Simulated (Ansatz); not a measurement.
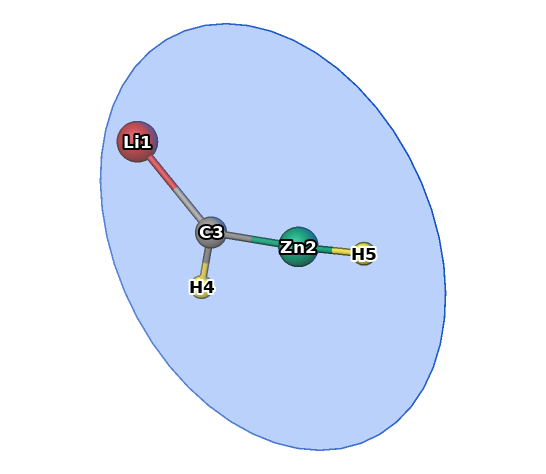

A disc through the centre of mass is drawn in. Atoms fade into the background with distance from the viewer. The species has charge +1 and is a spin singlet. The computed structure is the end point of a PBE-D4/def2-SVP optimisation. No frequency run is at hand to confirm it as a minimum.

Is the plane of the disc a mirror plane of the structure?

Yes. The reflection leaves Li1, Zn2, C3, H4, H5 in place. The point group is Cs.
